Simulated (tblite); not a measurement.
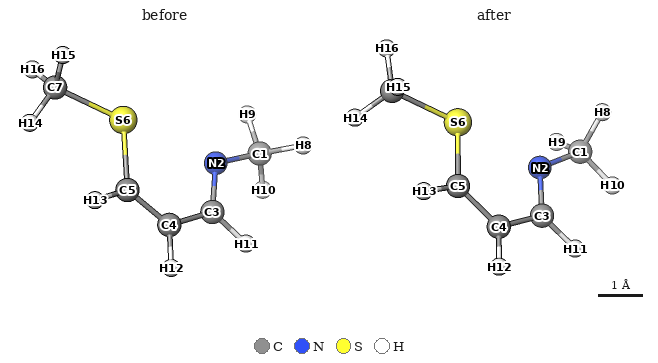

The structure of C₅H₉NS before (left) and after (right) a relaxation, at one scale.

Style: ball-and-stick. Shown at a tilt.

These are results of GFN2-xTB geometry optimisation, gas phase (tblite), not measurements. 

> What changed between the two?

H8 moves most after the best rigid fit: 1.04 Å. By element the largest moves are H 1.04 Å, S 0.29 Å, C 0.20 Å, N 0.17 Å. Some distances before and after: N2–S6 2.663 → 2.351 Å, C5–S6 1.791 → 1.718 Å, C7–H14 1.125 → 1.085 Å, C4–C5 1.310 → 1.348 Å. Among the angles between lasting bonds that change: C5–S6–C7 107.5° → 97.2°, N2–C3–H11 115.1° → 123.2°, C3–C4–C5 124.9° → 118.1°. Groups turn about S6–C7 by about 50°, C1–N2 by about 45°. Over 103 geometry steps the energy falls by 55.4 kJ/mol.
